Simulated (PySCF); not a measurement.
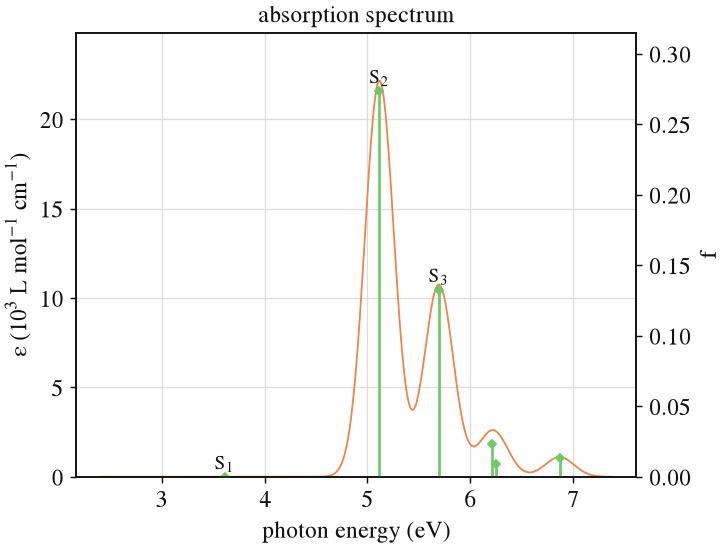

Computed absorption of C₂H₅NS (thioacetamide), SMILES CC(N)=S. Vertical TDDFT excitations, B3LYP/def2-SVPD (IEF-PCM acetone) in PySCF, at a PBE0-D3(BJ)/def2-SVP geometry (no frequency check). Only the first 6 singlet excitations are included; each is broadened by a Gaussian of 1/e half-width 0.20 eV. Sticks give oscillator strengths (right axis).

Which of the computed transitions is the brightest, and what character does the calculation give it?

S2 at 5.12 eV (242 nm), f = 0.274, mainly HOMO−1 → LUMO (94 %).

Where is the maximum of the broadened curve, and how high is it?

At about 5.1 eV (242 nm), with ε near 22000 L mol⁻¹ cm⁻¹.

Known limits of this run: states above the negative HOMO energy depend on the basis; core orbitals are frozen in the response.
